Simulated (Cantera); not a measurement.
Charge: 1 mol Si, 4.5 mol HCl, 1.1 mol H2, at 100000 Pa.

Equilibrium computed with Cantera from the NASA thermochemical tables; the gas is ideal and each condensed phase is pure. Candidate condensed phases: Si; 19 gas species. The tables' values for SiCl3 are old estimates; treat these amounts as uncertain. The numbers say what is thermodynamically allowed, not how fast it happens.

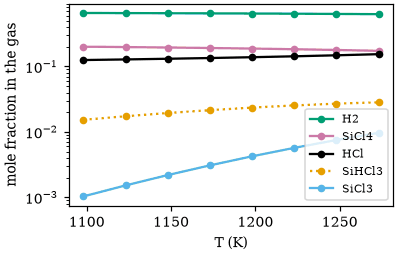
Figure. Equilibrium gas composition (values under 1e-9 drawn at 1e-9)

**Question.** Read off the mole fractions at 1198 K.

**Answer.** H2 about 0.64, SiCl4 about 0.19, HCl about 0.14, SiHCl3 about 0.024, SiCl3 about 0.0042.
